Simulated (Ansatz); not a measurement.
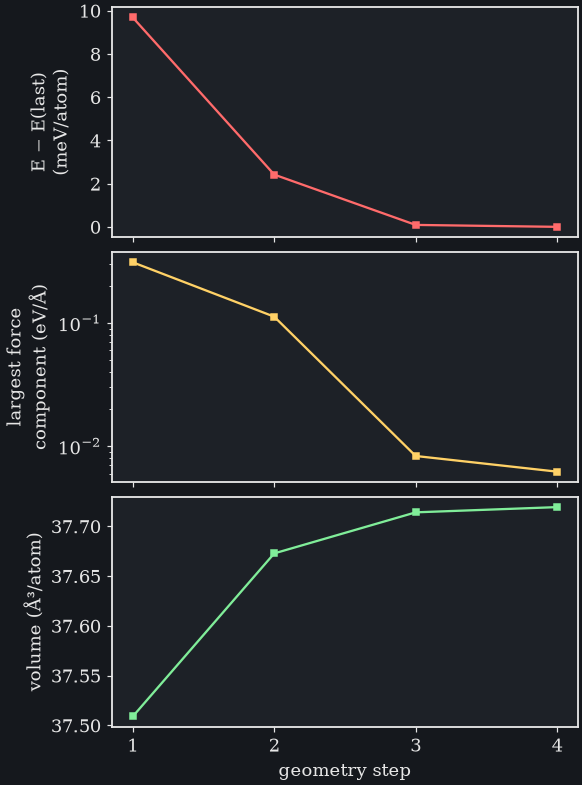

History of a geometry optimisation. Atoms and cell relax. A closing SCF on a freshly chosen basis isn't drawn.

```
crystal:
  lattice:
    - [0.0690066501, 5.0652496557, 5.0278134005]
    - [5.1053480414, 0.0296668764, 5.0671531742]
    - [5.1550458344, 5.1542872224, -0.0200309166]
  atoms:
    - { symbol: Rb, position: [0.0275316366, -0.0146998843, 0.0099341509] }
    - { symbol: Hg, position: [0.527686399, 0.4778872773, 0.9853122819] }
    - { symbol: Hg, position: [0.4956441187, 1.0245783265, 0.4771945662] }
    - { symbol: Hg, position: [-0.0104733553, 1.0117214039, 0.4954140229] }
    - { symbol: Hg, position: [-0.0152854198, 0.5042435923, 1.0225882777] }
    - { symbol: Hg, position: [-0.0223371237, 0.5093897832, 0.5181459354] }
    - { symbol: Hg, position: [0.4972337444, -0.0131204989, 0.9914107649] }
basis:
  ecutwfc: 420
kpoints:
  mp_grid: { grid: [4, 4, 4] }
hamiltonian:
  xc: pbe
scf:
  occupations: { method: gaussian, width: 0.2 }
  lower_state_search: "off"
output:
  forces: true
  stress: true
  eigenvalues: true
relax:
  adjacent_minimum: "off"
  f_tol: 0.025
  max_steps: 60
  cell: { stress_tol: 0.25 }
```

Launched with:
```bash
ansatz run input.yaml --threads 1 --pin off --max-ram 2048MiB --backend cpu --events-out ev --progress --plain --runs-dir out
```

How did it end, and what did it gain?

The optimisation met its thresholds at geometry 4, counting the start as the first. The energy fell by about 9.7 meV/atom from the first step to the last. The largest force component goes from about 0.31 eV/Å at the start to 6 × 10⁻³ eV/Å at the end.

Was the starting cell too large or too small?

The volume grows from 37.51 to 37.72 Å³ per atom (+0.6 %). The start was compressed.
